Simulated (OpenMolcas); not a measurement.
# InCNF2 (SMILES N#[C][In]([F])[F]) at 4 levels

Wanted: a comparison of 4 runs (HF/def2-SVPD, SVWN5/def2-SVPD, r2SCAN/def2-SVPD, revPBE/def2-SVPD) of InCNF2. 

Program for the calculation: OpenMolcas 26.06.

### Step 1. The structure to begin with

The species is InCNF2 (5 atoms), meant as a singlet with charge 0. SMILES: `N#[C][In]([F])[F]`. One bond was lengthened or shortened from a relaxed shape.

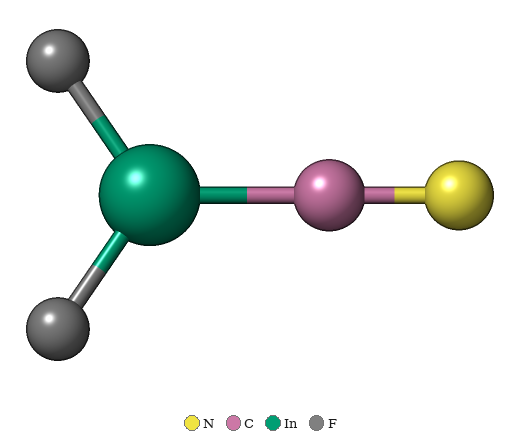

The structure, seen from a chosen angle (nitrogen yellow, carbon pink, indium teal, fluorine grey).

### Step 2. The energy at HF/def2-SVPD (core potential) (run 1)

Input file test.inp:

```
* CF2InN Hartree-Fock

&GATEWAY
  BasLib=$CurrDir
  Coord
  5
  angstrom
  N        1.469914      -1.802751       1.802881
  C        0.724900      -0.890300       0.878600
  In      -0.306000       0.372300      -0.400300
  F       -1.872100      -0.154800      -1.375500
  F        0.205100       2.191400      -0.733700
  Basis=def2-SVPD
  Group=NoSym

&SEWARD

&SCF
  Thresholds=1e-10 1e-07 1e-07 1e-05
  PrOrbitals=1
```

The basis set def2-SVPD is read from a file made from the Basis Set Exchange's data (not shown).

Run with:

```sh
$ export MOLCAS_MEM=1860
$ pymolcas test.inp > test.log
```

Output:

```text
--- Start Module: gateway ---
[...]
--- Stop Module: gateway /rc=_RC_ALL_IS_WELL_ ---
--- Start Module: seward ---
[...]
      Basis functions          118
--- Stop Module: seward /rc=_RC_ALL_IS_WELL_ ---
[...]
--- Start Module: scf ---
[...]
       Convergence after  21 Iterations
[...]
::    Total SCF energy                               -480.0432338104
[...]
      Total spin, S                                     0.0000000000
[...]
      Total electronic charge=   52.000000
      Total            charge=   -0.000000
[...]
      Dipole Moment (debye):
      Origin of the operator (angstrom)=   -0.2099    0.2546   -0.2810
                   X= -1.3060E-01               Y=  1.6029E-01               Z= -1.6263E-01           Total=  2.6305E-01
      Quadrupole Moment (debye*angstrom):
[...]
--- Stop Module: scf /rc=_RC_ALL_IS_WELL_ ---
[...]
```

Run time: 47 s. Hardware: 1 thread of AMD EPYC 7R43 (Zen 3), shared host; peak memory 0.73 GiB.

### Step 3. A single-point energy at SVWN5/def2-SVPD (core potential) (run 2)

Input file coord.xyz:

```xyz
5

N      1.469914    -1.802751     1.802881
C      0.724900    -0.890300     0.878600
In    -0.306000     0.372300    -0.400300
F     -1.872100    -0.154800    -1.375500
F      0.205100     2.191400    -0.733700
```

Input file calc.input:

```
* CF2InN Kohn-Sham DFT

&GATEWAY
 BasLib=$CurrDir
 Coord=coord.xyz
 Basis=def2-SVPD
 Group=NoSym

&SEWARD
 GridInput
 Grid=UltraFine
 End of Grid

&SCF
 KSDFT=SVWN5
 Thresholds=1e-10 1e-07 1e-07 1e-05
 PrOrbitals=0
```

The basis set def2-SVPD is read from a file made from the Basis Set Exchange's data (not shown).

Run with:

```sh
$ export MOLCAS_MEM=1860
$ pymolcas calc.input > calc.log
```

Output:

```text
--- Start Module: gateway ---
[...]
--- Stop Module: gateway /rc=_RC_ALL_IS_WELL_ ---
--- Start Module: seward ---
[...]
      Basis functions          118
--- Stop Module: seward /rc=_RC_ALL_IS_WELL_ ---
[...]
--- Start Module: scf ---
[...]
       Convergence after  27 Iterations
[...]
::    Total KS-DFT energy                            -480.0116712352
[...]
      Total spin, S                                     0.0000000000
[...]
      Total electronic charge=   52.000000
      Total            charge=   -0.000000
[...]
      Dipole Moment (debye):
      Origin of the operator (angstrom)=   -0.2099    0.2546   -0.2810
                   X= -1.2837E-02               Y=  1.5985E-02               Z= -1.6377E-02           Total=  2.6240E-02
      Quadrupole Moment (debye*angstrom):
[...]
--- Stop Module: scf /rc=_RC_ALL_IS_WELL_ ---
[...]
```

It took 86 s on 1 thread of AMD EPYC 7R43 (Zen 3), shared host; peak memory 0.73 GiB.

### Step 4. The energy at r2SCAN/def2-SVPD (core potential) (run 3)

Input file mol.inp:

```
>>> EXPORT MOLCAS_PRINT=2

&GATEWAY
 BasLib = $CurrDir
 Coord
 5
 angstrom
 N        1.469914      -1.802751       1.802881
 C        0.724900      -0.890300       0.878600
 In      -0.306000       0.372300      -0.400300
 F       -1.872100      -0.154800      -1.375500
 F        0.205100       2.191400      -0.733700
 Basis = def2-SVPD
 Group = NoSym

&SEWARD
 GridInput
 Grid=UltraFine
 End of Grid

&SCF
 KSDFT = 2
 1.0 MGGA_X_R2SCAN
 1.0 MGGA_C_R2SCAN
 Thresholds = 1e-10 1e-07 1e-07 1e-05
 PrOrbitals = 1
```

The basis set def2-SVPD is read from a file made from the Basis Set Exchange's data (not shown).

Run with:

```sh
$ export MOLCAS_MEM=1860
$ pymolcas mol.inp > mol.log
```

Output:

```text
--- Start Module: gateway ---
[...]
--- Stop Module: gateway /rc=_RC_ALL_IS_WELL_ ---
--- Start Module: seward ---
[...]
      Basis functions          118
--- Stop Module: seward /rc=_RC_ALL_IS_WELL_ ---
[...]
--- Start Module: scf ---
[...]
       Convergence after  27 Iterations
[...]
::    Total KS-DFT energy                            -482.2979483538
[...]
      Total spin, S                                     0.0000000000
[...]
      Total electronic charge=   52.000000
      Total            charge=   -0.000000
[...]
      Dipole Moment (debye):
      Origin of the operator (angstrom)=   -0.2099    0.2546   -0.2810
                   X= -5.5427E-02               Y=  6.8165E-02               Z= -6.9248E-02           Total=  1.1187E-01
      Quadrupole Moment (debye*angstrom):
[...]
--- Stop Module: scf /rc=_RC_ALL_IS_WELL_ ---
[...]
```

It took 2.2 min on 1 thread of AMD EPYC 7R43 (Zen 3), shared host; peak memory 0.73 GiB.

### Step 5. The energy at revPBE/def2-SVPD (core potential) (run 4)

Input file calc.input:

```
* CF2InN Kohn-Sham DFT

&GATEWAY
 BasLib=$CurrDir
 Coord
 5
 bohr
 N      2.77773489    -3.40670566     3.40695133
 C      1.36986247    -1.68242317     1.66031337
 In    -0.57825619     0.70354504    -0.75645737
 F     -3.53775628    -0.29252960    -2.59931828
 F      0.38758283     4.14114583    -1.38649206
 Basis=def2-SVPD
 Group=NoSym

&SEWARD
 GridInput
 Grid=UltraFine
 End of Grid

&SCF
 KSDFT=revPBE
 Thresholds=1e-10 1e-07 1e-07 1e-05
 PrOrbitals=1 1
```

The basis set def2-SVPD is read from a file made from the Basis Set Exchange's data (not shown).

Run with:

```sh
$ export MOLCAS_MEM=1860
$ pymolcas calc.input > calc.log
```

Output:

```text
--- Start Module: gateway ---
[...]
--- Stop Module: gateway /rc=_RC_ALL_IS_WELL_ ---
--- Start Module: seward ---
[...]
      Basis functions          118
--- Stop Module: seward /rc=_RC_ALL_IS_WELL_ ---
[...]
--- Start Module: scf ---
[...]
       Convergence after  22 Iterations
[...]
::    Total KS-DFT energy                            -482.3444487756
[...]
      Total spin, S                                     0.0000000000
[...]
      Total electronic charge=   52.000000
      Total            charge=   -0.000000
[...]
      Dipole Moment (debye):
      Origin of the operator (angstrom)=   -0.2099    0.2546   -0.2810
                   X= -3.7900E-02               Y=  4.6688E-02               Z= -4.7481E-02           Total=  7.6620E-02
      Quadrupole Moment (debye*angstrom):
[...]
--- Stop Module: scf /rc=_RC_ALL_IS_WELL_ ---
[...]
```

Wall time 80 s (1 thread of AMD EPYC 7R43 (Zen 3), shared host); peak memory 0.73 GiB.

### Step 6. Overview of the runs

```tsv
run	level	integration grid	energy (Eh)	dipole moment (D)	HOMO energy (eV)	LUMO energy (eV)	wall time
1	HF/def2-SVPD (core potential)	–	-480.043234	0.26	-11.75	-0.53	47 s
2	SVWN5/def2-SVPD (core potential)	UltraFine	-480.011671	0.03	-8.47	-4.87	86 s
3	r2SCAN/def2-SVPD (core potential)	UltraFine	-482.297948	0.11	-8.45	-4.51	2.2 min
4	revPBE/def2-SVPD (core potential)	UltraFine	-482.344449	0.08	-8.11	-4.46	80 s
```

### Step 7. Summary of results

```
            quantity          value
 run 4: total energy  -482.34445 Eh
run 4: dipole moment         0.08 D
  run 4: HOMO energy       -8.11 eV
  run 4: LUMO energy       -4.46 eV
run 4: HOMO–LUMO gap        3.65 eV
```

**Reading.** The dipole moment (its size) runs from 0.03 D (SVWN5/def2-SVPD) to 0.26 D (HF/def2-SVPD). The HOMO–LUMO gap runs from 3.60 eV (SVWN5/def2-SVPD) to 11.23 eV (HF/def2-SVPD). Exact exchange widens orbital gaps. Totals of different functionals can't be ranked against each other. All runs together took 5.8 min, the longest 2.2 min.
